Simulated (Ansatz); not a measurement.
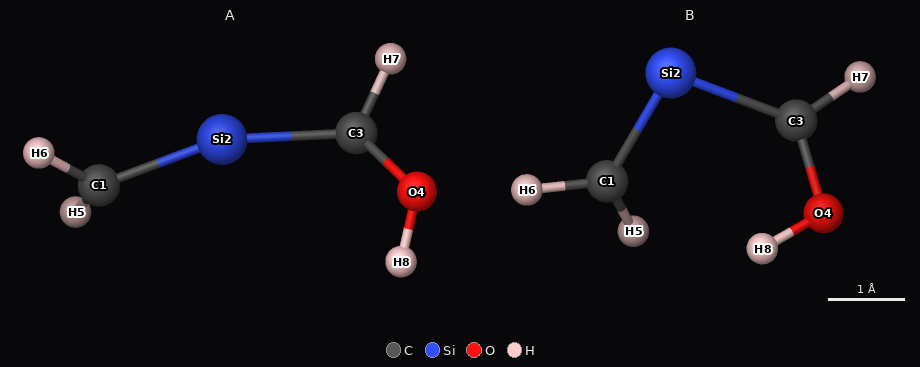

Two geometries of C₂H₄OSi, drawn at one scale. One is the start of a relaxation, the other its converged end. The picture is a ball-and-stick view, seen at a tilt.

Method: RKS PBE0-D4/def2-TZVP in Ansatz 0.2.0. Settings: force threshold 0.005 eV/Å; at most 200 steps.

### Which of the two is the end point?

Structure B is the relaxed one. Over 23 accepted moves (25 points after the start) the energy falls by 0.696 eV. Largest force component: 1.7 eV/Å at the start, 0.0041 eV/Å at the end. The line search rejected the trial steps at points 17, 21 of the run. The atom that moves furthest after the best rigid fit is H5 (1.38 Å). By element the largest moves are H 1.38 Å, Si 1.07 Å, O 0.98 Å, C 0.67 Å. Some distances before and after: C3–O4 1.419 → 1.299 Å, Si2–C3 1.785 → 1.880 Å, O4–H8 0.961 → 0.985 Å, C1–Si2 1.755 → 1.771 Å. Bond angles that change, for instance: C1–Si2–C3 159.9° → 92.3°, Si2–C3–H7 117.6° → 128.4°, Si2–C1–H5 119.2° → 126.0°. Cost: 76 s on 2 threads of Arm Neoverse V2 (shared host).
